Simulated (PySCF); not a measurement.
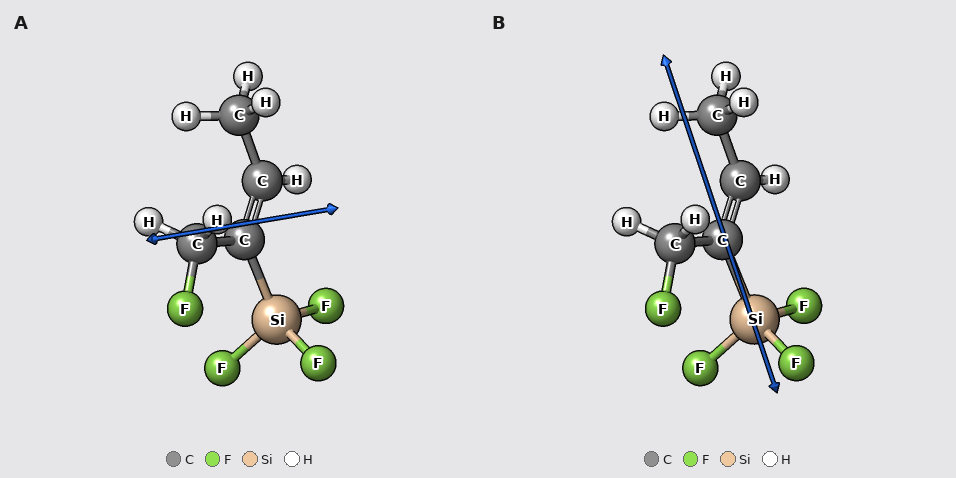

The double arrows show the directions of two transition dipoles from the ground state (lengths mean nothing). Computed geometry: GFN2-xTB optimisation. No frequency run is at hand to confirm it as a minimum. Properties computed with TDDFT ωB97X-D/def2-SVPD, vertical, gas phase, core orbitals frozen in the response (PySCF 2.14.0).

**One belongs to singlet state 6 and one to singlet state 7. Which is which?**

A: state 6, 8.79 eV (141 nm), oscillator strength 0.026, mainly HOMO → LUMO+3 (weight 0.68).
B: state 7, 8.92 eV (139 nm), oscillator strength 0.080, mainly HOMO−2 → LUMO (weight 0.94).

The geometry is semi-empirical. Around Si such bond lengths and angles can be off by a tenth of an ångström or more and by several degrees, and values that hang on the shape move with them.
